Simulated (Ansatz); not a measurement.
**revPBE/6-311+G(d,p) run of SO3 (sulfur trioxide)**

What is the electronic atomisation energy of SO3 (sulfur trioxide) at revPBE/6-311+G**? 

The calculation is run with Ansatz 0.2.0.

36 further runs of the same task are left out: 2 that didn't finish, 34 set aside as unsound or not needed.

### Step 1. The system as given

SO3: 4 atoms, total charge 0, spin state singlet. As SMILES, `O=S(=O)=O`. The coordinates come from a PBE0-D4/def2-TZVP relaxation.

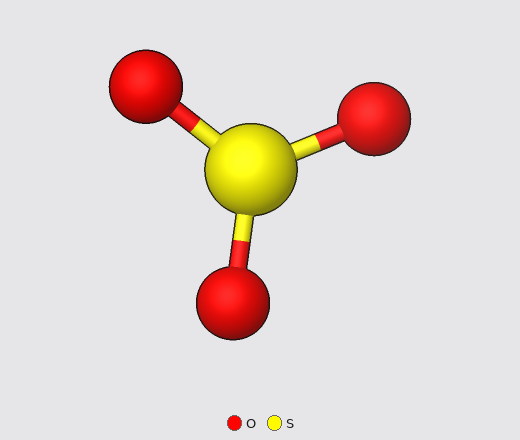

Viewed from a chosen angle; oxygen red, sulfur yellow.

### Step 2. A single-point energy at revPBE/6-311+G(d,p)

File job.yaml:

```yaml
crystal:
  periodic: [false, false, false]
  atoms:
    - symbol: O
      position_ang: [-1.121570, -0.684610, 0.536720]
    - symbol: S
      position_ang: [0.000010, -0.000030, -0.000040]
    - symbol: O
      position_ang: [1.308940, -0.327680, 0.440460]
    - symbol: O
      position_ang: [-0.187380, 1.012320, -0.977150]
basis:
  gaussian: {orbitals: 6-311+G_st__st_-spherical.json}
output: {orbitals: {seedname: orbitals}}
accuracy: high
hamiltonian: {xc: {name: revPBE}}
```

The basis set 6-311+G** is read from a file made from the Basis Set Exchange's data (not shown).

Command:

```
ansatz run job.yaml --threads 1 --pin off --max-ram 3480MiB --events-out events.jsonl --progress --plain --runs-dir runs
```

The program printed:

```text
Warning: RAYON_NUM_THREADS=1 ignored (pool sized by the plan → 1); use --threads N
Functional definition: revPBE
  name "revPBE"
  parameter kappa = 1.245
  parameter beta = 0.06672455060314922
  exchange = pbe_x(kappa = kappa, mu = beta*pi^2/3)
  correlation = pbe_c(beta = beta)
1681 factors; integrals over basis functions are off by at most 3.8e-9 eV
mean field evaluation 1: about -16958.7342 eV, gradient 9.3e1 eV
mean field evaluation 2: about -16886.0676 eV, gradient 2.1e2 eV
mean field evaluation 4: about -16972.1159 eV, gradient 7.4e0 eV
mean field evaluation 8: about -16972.2156 eV, gradient 1.2e-1 eV
mean field evaluation 16: about -16972.2156 eV, gradient 3.3e-7 eV
mean field -16972.21563302 eV, -623.7174203326 hartree, gradient 2.2e-8 eV, S^2 0.000000; 0 other end points of the search recorded, 0 dependent functions left out
reference -16972.21563846 eV, -623.7174205323 hartree; 20, 20 occupied and 76, 76 virtual orbitals, 1681 factors
Total energy: -16972.21563846 eV, -623.7174205323 hartree
```

Wall time 3.6 s (1 thread of Arm Neoverse V2, shared host); peak memory 0.2 GiB.

### Step 3. The O atom, same level

File job.yaml:

```yaml
crystal:
  periodic: [false, false, false]
  atoms:
    - {symbol: O, position_ang: [0.000000, 0.000000, 0.000000]}
basis:
  gaussian:
    orbitals: 6-311+G_st__st_.json
magnetization:
  spin_polarized: true
  initial_magnetization: 2
hamiltonian:
  xc: {name: revPBE}
accuracy: high
```

The basis set 6-311+G** is read from a file made from the Basis Set Exchange's data (not shown).

Run the same way, it converges to -75.06487 Eh (log not shown).

### Step 4. The S atom

File molecule.yaml:

```yaml
crystal:
  periodic: [false, false, false]
  atoms:
    - symbol: S
      position_ang: [0.000000, 0.000000, 0.000000]
basis:
  gaussian:
    orbitals: 6-311+G_st__st_-spherical.json
magnetization:
  spin_polarized: true
  initial_magnetization: 2
hamiltonian:
  xc: {name: revPBE}
accuracy: high
```

The basis set 6-311+G** is read from a file made from the Basis Set Exchange's data (not shown).

Command:

```
ansatz run molecule.yaml --threads 1 --pin off --max-ram 3480MiB --events-out events.jsonl --progress --plain --runs-dir runs
```

The program printed, shortened:

```text
Warning: RAYON_NUM_THREADS=1 ignored (pool sized by the plan → 1); use --threads N
[... 6 set-up lines as earlier in the session ...]
227 factors; integrals over basis functions are off by at most 3.2e-9 eV
mean field evaluation 1: about -10831.1371 eV, gradient 4.7e0 eV
mean field evaluation 2: about -10831.2099 eV, gradient 3.8e0 eV
mean field evaluation 4: about -10831.2700 eV, gradient 3.1e-1 eV
mean field evaluation 8: about -10831.2696 eV, gradient 4.2e-4 eV
mean field evaluation 16: about -10831.2696 eV, gradient 9.2e-8 eV
mean field evaluation 32: about -10831.2696 eV, gradient 4.7e-4 eV
mean field -10831.26963231 eV, -398.0418172890 hartree, gradient 7.8e-8 eV, S^2 2.002496; 1 other end points of the search recorded, 0 dependent functions left out
reference -10831.26963709 eV, -398.0418174648 hartree; 9, 7 occupied and 21, 23 virtual orbitals, 227 factors
Total energy: -10831.26963709 eV, -398.0418174648 hartree
```

Wall time 0.98 s (1 thread of Arm Neoverse V2, shared host).

### Step 5. Outcome

Level: revPBE/6-311+G**.

```
                     quantity          value
       molecule: total energy  -623.71742 Eh
        molecule: HOMO energy       -8.23 eV
        molecule: LUMO energy       -3.52 eV
      molecule: HOMO–LUMO gap        4.70 eV
         O atom: total energy   -75.06487 Eh
                 O atom: ⟨S²⟩          2.003
         S atom: total energy  -398.04182 Eh
                 S atom: ⟨S²⟩          2.002
electronic atomisation energy      13.088 eV
```

What this shows: Taking the molecule apart into free atoms costs 13.09 eV (302 kcal/mol), before zero-point energy and without spin-orbit coupling.
